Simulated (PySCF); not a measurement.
# AlCl (SMILES [Al][Cl]): revPBE/aug-cc-pVTZ

What is the vertical singlet–triplet gap of AlCl at revPBE/aug-cc-pVTZ? 

The calculation is run with PySCF 2.14.0.

1 further run of the same task is left out (set aside as unsound or not needed). Runs told in other sessions of the task aren't counted.

## Step 1: Starting point

AlCl has 2 atoms, charge 0, and is taken as a singlet. As SMILES, `[Al][Cl]`. The bond length is the measured one.

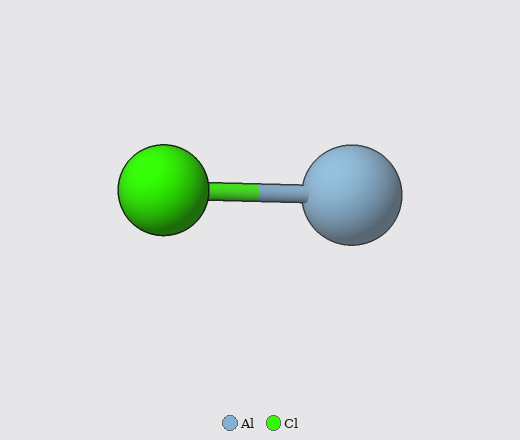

The structure, seen from a chosen angle (aluminium light blue, chlorine green).

## Step 2: The energy at revPBE/aug-cc-pVTZ

Contents of job.py:

```python
# aluminium monochloride
from pyscf import gto, dft

mol = gto.M(
    atom='''
Al     0.000000     0.000000     0.000000
Cl     0.000000     0.000000     2.130113
''',
    charge=0,
    basis='aug-cc-pvtz',
    max_memory=1860,
    spin=0,
    verbose=4,
)

ks = dft.RKS(mol, xc='revpbe')
ks.grids.level = 5
ks.conv_tol = 1e-10
ks.kernel()
if not ks.converged:
    ks = ks.newton().run(ks.mo_coeff, ks.mo_occ)

energy = ks.e_tot
print('Final energy', energy)
```

Run with:

```sh
$ OMP_NUM_THREADS=1 python job.py
```

Output:

```text
PySCF version 2.14.0

[INPUT] num. atoms = 2
[INPUT] num. electrons = 30
[INPUT] charge = 0
[INPUT] spin (= nelec alpha-beta = 2S) = 0
[INPUT] symmetry False subgroup None
[INPUT] Mole.unit = angstrom
[INPUT] Symbol           X                Y                Z      unit          X                Y                Z       unit  Magmom
[INPUT]  1 Al     0.000000000000   0.000000000000   0.000000000000 AA    0.000000000000   0.000000000000   0.000000000000 Bohr   0.0
[INPUT]  2 Cl     0.000000000000   0.000000000000   2.130113000000 AA    0.000000000000   0.000000000000   4.025330184376 Bohr   0.0

nuclear repulsion = 54.9023284742734
number of shells = 26
number of NR pGTOs = 150
number of NR cGTOs = 100
basis = aug-cc-pvtz
ecp = {}

******** <class 'pyscf.dft.rks.RKS'> ********
method = RKS
initial guess = minao
damping factor = 0
level_shift factor = 0
DIIS = <class 'pyscf.scf.diis.CDIIS'>
diis_start_cycle = 1
diis_space = 8
diis_damp = 0
SCF conv_tol = 1e-10
SCF conv_tol_grad = None
SCF max_cycles = 50
direct_scf = True
direct_scf_tol = 1e-13
XC library pyscf.dft.libxc version 7.0.0
    S. Lehtola, C. Steigemann, M. J.T. Oliveira, and M. A.L. Marques.,  SoftwareX 7, 1–5 (2018)
XC functionals = revpbe
    Y. Zhang and W. Yang.,  Phys. Rev. Lett. 80, 890 (1998)
    J. P. Perdew, K. Burke, and M. Ernzerhof.,  Phys. Rev. Lett. 77, 3865 (1996)
    J. P. Perdew, K. Burke, and M. Ernzerhof.,  Phys. Rev. Lett. 78, 1396 (1997)
radial grids:
    Treutler-Ahlrichs [JCP 102, 346 (1995); DOI:10.1063/1.469408] (M4) radial grids

becke partition: Becke, JCP 88, 2547 (1988); DOI:10.1063/1.454033
pruning grids: <function nwchem_prune>
grids dens level: 5
symmetrized grids: False
atomic radii adjust function: <function treutler_atomic_radii_adjust>
small_rho_cutoff = 0
Set gradient conv threshold to 1e-05
Initial guess from minao.
tot grids = 86096
init E= -702.582134273103
  HOMO = -0.220123028797207  LUMO = -0.0811813783661163  gap/eV = 3.78079
cycle= 1 E= -702.545509945217  delta_E= 0.0366  |g|= 0.301  |ddm|= 0.974
  HOMO = -0.212313751719685  LUMO = -0.0921406471109253  gap/eV = 3.27008
cycle= 2 E= -702.432797414284  delta_E= 0.113  |g|= 0.665  |ddm|= 0.756
  HOMO = -0.218510160675433  LUMO = -0.0841279629603023  gap/eV = 3.65673
cycle= 3 E= -702.574085026705  delta_E= -0.141  |g|= 0.0497  |ddm|= 0.519
  HOMO = -0.222965451059403  LUMO = -0.087916835903494  gap/eV = 3.67486
cycle= 4 E= -702.574561030943  delta_E= -0.000476  |g|= 0.0261  |ddm|= 0.0489
  HOMO = -0.221527426890992  LUMO = -0.0863559324353635  gap/eV = 3.67820
cycle= 5 E= -702.574772643738  delta_E= -0.000212  |g|= 0.00473  |ddm|= 0.017
  HOMO = -0.221526678926787  LUMO = -0.0863738460951243  gap/eV = 3.67770
cycle= 6 E= -702.574779595211  delta_E= -6.95e-06  |g|= 0.000421  |ddm|= 0.0048
  HOMO = -0.221450020511958  LUMO = -0.0863034714094014  gap/eV = 3.67752
cycle= 7 E= -702.574779662728  delta_E= -6.75e-08  |g|= 0.000102  |ddm|= 0.000814
  HOMO = -0.221475733645831  LUMO = -0.0863217858757494  gap/eV = 3.67773
cycle= 8 E= -702.574779668024  delta_E= -5.3e-09  |g|= 1.12e-05  |ddm|= 0.000145
  HOMO = -0.221473971212211  LUMO = -0.0863209131563093  gap/eV = 3.67770
cycle= 9 E= -702.574779668074  delta_E= -4.97e-11  |g|= 2.65e-06  |ddm|= 2.21e-05
  HOMO = -0.221473955579487  LUMO = -0.0863208913550708  gap/eV = 3.67770
Extra cycle  E= -702.57477966807  delta_E= 4.21e-12  |g|= 4.66e-06  |ddm|= 6.85e-06
converged SCF energy = -702.57477966807
Final energy -702.5747796680698
```

It took 6.6 s on 1 thread of Arm Neoverse V2, shared host; peak memory 0.47 GiB.

## Step 3: The triplet at the same level

Contents of geometry.xyz:

```xyz
2

Al     0.000000     0.000000     0.000000
Cl     0.000000     0.000000     2.130113
```

Contents of job.py:

```python
from pyscf import gto, dft

molecule = gto.Mole()
molecule.atom = 'geometry.xyz'
molecule.max_memory = 1860
molecule.verbose = 3
molecule.basis = 'aug-cc-pvtz'
molecule.charge = 0
molecule.spin = 2
molecule.build()

myscf = dft.UKS(molecule)
myscf.xc = 'revpbe'
myscf.conv_tol = 1e-10
myscf.grids.level = 5
myscf.kernel()
if not myscf.converged:
    myscf = myscf.newton().run(myscf.mo_coeff, myscf.mo_occ)

e_tot = myscf.e_tot
print('E(%s) = %.9f' % ('REVPBE', e_tot))
```

Run with:

```sh
$ OMP_NUM_THREADS=1 python job.py
```

Output:

```text
WARN: HOMO -0.0811813783661162 >= LUMO -0.220123028797206

WARN: HOMO -0.143772611408528 >= LUMO -0.218228516461835

WARN: HOMO -0.127336253690855 >= LUMO -0.208235761944535

WARN: HOMO -0.126737453313077 >= LUMO -0.201281489954914

WARN: HOMO -0.124540810029853 >= LUMO -0.197280627272525

WARN: HOMO -0.124961611933808 >= LUMO -0.197558389203831

WARN: HOMO -0.12482870083891 >= LUMO -0.197377250439926

WARN: HOMO -0.124849525323936 >= LUMO -0.197409515169504

WARN: HOMO -0.124848071979407 >= LUMO -0.197406696748585

WARN: HOMO -0.124848073298234 >= LUMO -0.197407019068831

WARN: HOMO -0.124848127891314 >= LUMO -0.197407214437669

converged SCF energy = -702.472889966549  <S^2> = 2.0018296  2S+1 = 3.0012195
E(REVPBE) = -702.472889967
```

Run time: 11 s. Hardware: 1 thread of Arm Neoverse V2, shared host; peak memory 0.48 GiB.

## Step 4: What came out

Level: revPBE/aug-cc-pVTZ.

```
                                        quantity          value
                           singlet: total energy  -702.57478 Eh
                          singlet: dipole moment         1.37 D
                            singlet: HOMO energy       -6.03 eV
                            singlet: LUMO energy       -2.35 eV
                          singlet: HOMO–LUMO gap        3.68 eV
                           triplet: total energy  -702.47289 Eh
                          triplet: dipole moment         1.48 D
     triplet: HOMO energy (highest over α and β)       -3.40 eV
                                   triplet: ⟨S²⟩          2.002
vertical energy of the triplet above the singlet       2.773 eV
```

What this shows: At this shape the triplet lies 2.77 eV (64 kcal/mol) above the singlet.
